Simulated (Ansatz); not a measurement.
# [GeH3]− (SMILES [GeH3-]) at 6 levels

Aim: a comparison of 6 runs (PBE/STO-3G, r2SCAN0/STO-3G, wB97M-V/STO-3G, UMP2/STO-3G, CCSDTQ/STO-3G, CCSD/STO-3G) of [GeH3]−. 

Program for the calculation: Ansatz 0.2.0.

3 further runs of the same task are left out: 2 that didn't finish, 1 set aside as unsound or not needed.

### Step 1. The molecule

The species is [GeH3]− (4 atoms), meant as a singlet with charge -1. SMILES: `[GeH3-]`. The H4–Ge1 distance was set to 3.515 Å, away from the relaxed value. At this shape a bond of the SMILES string is far longer than usual.

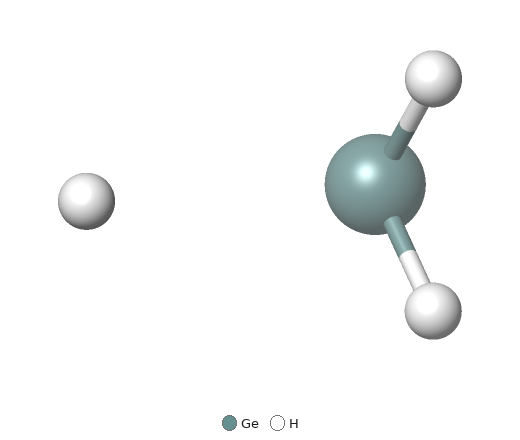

The structure, seen from a chosen angle (germanium teal, hydrogen white).

### Step 2. A single-point energy at PBE/STO-3G (run 1)

Contents of molecule.yaml:

```yaml
crystal:
  periodic: [false, false, false]
  atoms:
    - {symbol: Ge, position_ang: [1.400923, -1.761153, -0.434712]}
    - {symbol: H, position_ang: [1.867043, -1.331903, 1.196598]}
    - {symbol: H, position_ang: [-0.008857, -2.576783, 0.209608]}
    - {symbol: H, position_ang: [-0.463100, 1.211260, -0.649430]}
basis:
  gaussian:
    orbitals: STO-3G
total_charge: -1
accuracy: high
hamiltonian:
  xc: pbe
```

The run is started by

```console
ansatz run molecule.yaml --threads 1 --pin off --max-ram 2610MiB --events-out events.jsonl --progress --plain --runs-dir runs
```

Output:

```text
Warning: RAYON_NUM_THREADS=1 ignored (pool sized by the plan → 1); use --threads N
Functional definition: PBE
  name "PBE"
  parameter kappa = 0.804
  parameter beta = 0.06672455060314922
  exchange = pbe_x(kappa = kappa, mu = beta*pi^2/3)
  correlation = pbe_c(beta = beta)
251 factors; integrals over basis functions are off by at most 1.2e-8 eV
mean field evaluation 1: about -55566.7375 eV, gradient 2.8e2 eV
mean field evaluation 2: about -55826.3833 eV, gradient 5.2e1 eV
mean field evaluation 4: about -55846.3100 eV, gradient 6.1e1 eV
mean field evaluation 8: about -55887.4469 eV, gradient 3.2e1 eV
mean field evaluation 16: about -55893.9700 eV, gradient 4.6e-2 eV
mean field evaluation 32: about -55846.2027 eV, gradient 5.3e1 eV
mean field evaluation 64: about -55889.7874 eV, gradient 2.0e1 eV
mean field -55893.97167894 eV, -2054.0655729065 hartree, gradient 1.9e-8 eV, S^2 0.000000; 6 other end points of the search recorded, 0 dependent functions left out
reference -55893.97168089 eV, -2054.0655729781 hartree; 18, 18 occupied and 3, 3 virtual orbitals, 251 factors
Total energy: -55893.97168089 eV, -2054.0655729781 hartree
```

Wall time 1.4 s (1 thread of Intel Xeon Platinum 8559C (Emerald Rapids), shared host).

### Step 3. A single-point energy at r2SCAN0/STO-3G (run 2)

Contents of in.yaml:

```yaml
crystal:
  periodic: [false, false, false]
  atoms:
    - {symbol: Ge, position_ang: [1.400923, -1.761153, -0.434712]}
    - {symbol: H, position_ang: [1.867043, -1.331903, 1.196598]}
    - {symbol: H, position_ang: [-0.008857, -2.576783, 0.209608]}
    - {symbol: H, position_ang: [-0.463100, 1.211260, -0.649430]}
basis:
  gaussian:
    orbitals: STO-3G
total_charge: -1
hamiltonian:
  xc: {name: r2SCAN0}
accuracy: high
```

The run is started by

```console
ansatz run in.yaml --threads 1 --pin off --max-ram 2610MiB --events-out events.jsonl --progress --plain --runs-dir runs
```

Output:

```text
Warning: RAYON_NUM_THREADS=1 ignored (pool sized by the plan → 1); use --threads N
Functional definition: r2SCAN0
  name "r2SCAN0"
  parameter a = 0.25
  parameter k0 = 0.174
  parameter k1 = 0.065
  parameter a1 = 4.9479
  exchange = (1 - a)*r2scan_x(k0 = k0, k1 = k1, a1 = a1) + a*exact_x
  correlation = r2scan_c
251 factors; integrals over basis functions are off by at most 1.2e-8 eV
mean field evaluation 1: about -55854.2694 eV, gradient 6.7e1 eV
mean field evaluation 2: about -55872.3405 eV, gradient 5.3e1 eV
mean field evaluation 4: about -55888.9597 eV, gradient 2.3e1 eV
mean field evaluation 8: about -55905.5547 eV, gradient 9.1e0 eV
mean field evaluation 16: about -55906.8045 eV, gradient 1.0e-1 eV
mean field -55906.80460398 eV, -2054.5371742029 hartree, gradient 2.4e-8 eV, S^2 0.000000; 0 other end points of the search recorded, 0 dependent functions left out
reference -55906.80460433 eV, -2054.5371742158 hartree; 18, 18 occupied and 3, 3 virtual orbitals, 251 factors
Total energy: -55906.80460433 eV, -2054.5371742158 hartree
```

It took 1.3 s on 1 thread of Intel Xeon Platinum 8559C (Emerald Rapids), shared host; peak memory 0.13 GiB.

### Step 4. The energy at wB97M-V/STO-3G (run 3)

molecule.yaml, as its differences from that of step 2:

```diff
@@ -8,7 +8,5 @@
 basis:
-  gaussian:
-    orbitals: STO-3G
+  gaussian: {orbitals: STO-3G}
 total_charge: -1
+hamiltonian: {xc: {name: wB97M-V}}
 accuracy: high
-hamiltonian:
-  xc: pbe
```

The run is started by

```console
ansatz run molecule.yaml --threads 1 --pin off --max-ram 2610MiB --events-out events.jsonl --progress --plain --runs-dir runs
```

Output, shortened:

```text
Warning: RAYON_NUM_THREADS=1 ignored (pool sized by the plan → 1); use --threads N
Functional definition: wB97M-V
  name "wB97M-V"
[...]
  gx(w, u) = 1 - cx + cx01*u + cx10*w
  gss(w, u) = css00 + css04*u^4 + css10*w + css20*w^2 + css43*w^4*u^3
  gos(w, u) = cos00 + cos10*w + (cos20 + cos21*u)*w^2 + (cos60 + cos61*u)*w^6
[...]
      + integral(e_c_pw_mod_opposite_spin*gos(b97_w_opposite, b97_u_opposite)) + vv10(b, c)
251 factors; integrals over basis functions are off by at most 1.2e-8 eV
96 factors; integrals over basis functions are off by at most 5.0e-10 eV
[...]
mean field -55905.00097218 eV, -2054.4708919570 hartree, gradient 1.9e-8 eV, S^2 0.000000; 6 other end points of the search recorded, 0 dependent functions left out
reference -55905.00097490 eV, -2054.4708920568 hartree; 18, 18 occupied and 3, 3 virtual orbitals, 251 factors
Total energy: -55905.00097490 eV, -2054.4708920568 hartree
```

It took 5.4 s on 1 thread of Intel Xeon Platinum 8559C (Emerald Rapids), shared host; peak memory 0.24 GiB.

Runs 4 to 5 aren't shown in full; the table further down has their settings and results.

### Step 5. A single-point energy at CCSD/STO-3G (run 6)

molecule.yaml, as its differences from that of step 4:

```diff
@@ -8,5 +8,10 @@
 basis:
-  gaussian: {orbitals: STO-3G}
+  gaussian:
+    orbitals: STO-3G
 total_charge: -1
-hamiltonian: {xc: {name: wB97M-V}}
+correlation:
+  method: ccsd
+  frozen_orbitals: {Ge: 9, H: 0}
 accuracy: high
+scf:
+  omitted_lower_state_checks: [cluster_reference, increment]
```

The run is started by

```console
ansatz run molecule.yaml --threads 1 --pin off --max-ram 2610MiB --events-out events.jsonl --progress --plain --runs-dir runs
```

Output:

```text
Warning: RAYON_NUM_THREADS=1 ignored (pool sized by the plan → 1); use --threads N
[... 11 lines left out ...]
9 core orbitals not correlated: weight in the atoms' cores, before any rotation towards them, 1.000 or more for the frozen orbitals, at most 0.000 for the correlated occupied ones
[... 34 lines left out ...]
WARN: these amplitudes may be one of several solutions (largest doubles amplitude 0.98, level shift 5.08 eV)
Total energy: -55869.00377430 eV, -2053.1480193348 hartree
Checks for a lower state left out: cluster_reference, increment
```

Wall time 0.14 s (1 thread of Intel Xeon Platinum 8559C (Emerald Rapids), shared host).

### Step 6. Overview of the runs

```csv
run,level,frozen core orbitals,energy (Eh),wall time
1,PBE/STO-3G,–,-2054.065573,1.4 s
2,r2SCAN0/STO-3G,–,-2054.537174,1.3 s
3,wB97M-V/STO-3G,–,-2054.470892,5.4 s
4,UMP2/STO-3G,9,-2053.129008,0.2 s
5,CCSDTQ/STO-3G,9,-2053.148717,5.4 s
6,CCSD/STO-3G,9,-2053.148019,0.14 s
```

### Step 7. Results

| quantity | value |
| --- | --- |
| run 6: total energy | -2053.14802 Eh |
| run 6: correlation energy (9 core orbitals frozen) | -143.7 mEh |
| run 6: T1 diagnostic | 0.129 |

In words: Totals of different functionals can't be ranked against each other. In run 6 the T1 diagnostic is large, so a single reference may not serve. In runs 5, 6 the log says that unrestricted orbitals would lower the reference, so the values rest on an unstable closed-shell determinant (other closed-shell runs at this shape may share the fault). In runs 1, 2, 3, 4, 5, 6 the basis is minimal, so the values are rough. Spin contamination of the reference: run 4 ⟨S²⟩ = 0.99. Where it is this large, the reference is a mixture of spin states, and values that rest on it are in doubt. All runs together took 14 s, the longest 5.4 s.
